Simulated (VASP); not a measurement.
Band structure of MgTlF3 (space group Amm2). These are PBEsol GGA, VASP's PBE PAW potentials (set 64) (plane waves; VASP 6.6.1) values and carry that method's errors.

Unless said otherwise, spin-orbit coupling is left out, though it shifts the bands of the heavy elements here.

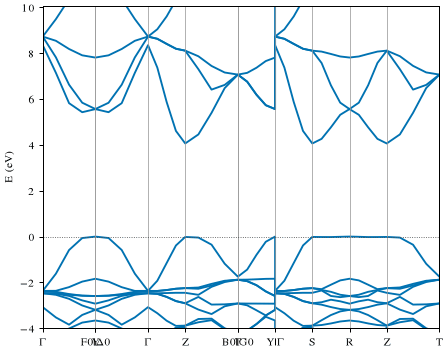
Bands along high-symmetry lines, zero at the valence-band maximum or, without a gap, the Fermi level

Question: Read the plot: is there a gap, and where are the band edges?

Answer: The gap is indirect, 4.06 eV, from the valence maximum at R to the conduction minimum at S.

The structure comes from a computed database's MgTlF3 entry (Amm2); how it stands against other phases isn't given here. The cell was not relaxed at this level.
